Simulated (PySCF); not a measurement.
**C2H9N2Si (doublet): density, localisation and related maps**

```xyz
14

C    -2.8591    0.1707    0.1003
N    -1.5289    0.4918    0.0501
Si   -0.2384   -0.5524   -0.4293
N     1.1449    0.4304   -0.1500
C     2.4696   -0.0023   -0.5155
H    -3.1186   -0.8657    0.0510
H    -3.5605    0.8901    0.4718
H    -1.3544    1.4842    0.1009
H    -0.2056   -0.8896   -1.8601
H    -0.3721   -1.7882    0.3600
H     1.1644    0.9801    0.6968
H     2.9187   -0.6687    0.2301
H     3.1261    0.8606   -0.6455
H     2.4132   -0.5415   -1.4577
```

Geometry: GFN2-xTB.

Theory: UKS B3LYP, pcH-1 on C H N Si, non-relativistic, mean-field spin-orbit, GIAO (PySCF 2.14.0, density-fitted response routines).

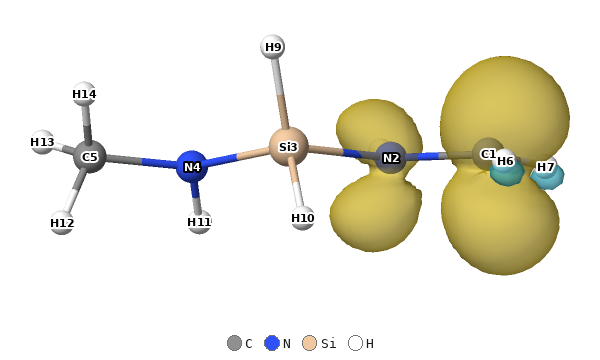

Figure 1. Isosurfaces of the spin density (α minus β) at +0.03 (yellow) and −0.03 e/Å³ (cyan), seen from one side.

**Which atoms carry the spin?**

The unpaired spin (1 electron) lies mostly on C1 (about 0.6) and N2 (about 0.2), in electrons by Hirshfeld's partition.

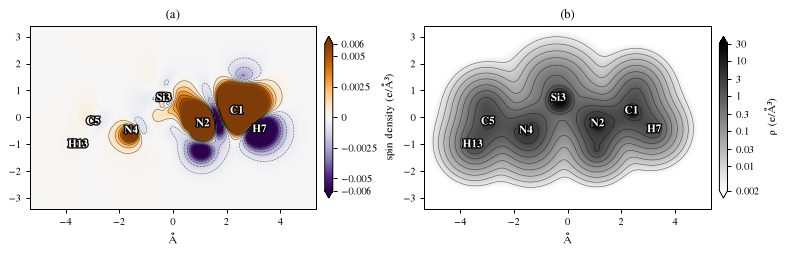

Figure 2. (a) spin density; (b) total electron density on the plane of atoms N2, C1 and H7.

**What do the fields say about this system?**

- The section cuts through C, N, Si and H sites.
- C–N (1.37 Å): ρ is about 1.9 e/Å³ halfway.
- Si–N (1.72 Å): ρ at the midpoint is about 0.92 e/Å³.
- C–N (1.44 Å): ρ is about 1.6 e/Å³ halfway.
- C–H (1.07 Å): ρ at the midpoint is about 1.9 e/Å³.

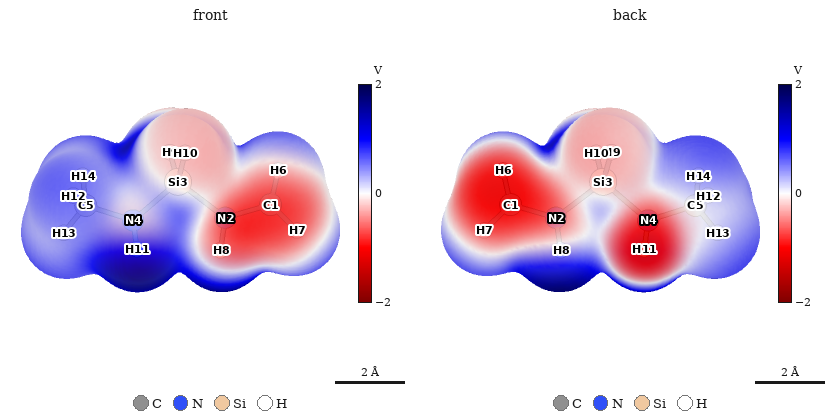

Figure 3. The electrostatic potential painted on the density surface at 0.002 e/bohr³, seen from the front and from behind; the colour scale runs from red (negative) to blue (positive).

**Describe the electrostatic potential map.**

The most negative region (about −1.1 V) lies over C1 and N4, the most positive (about +1.7 V) over H8 and H11.
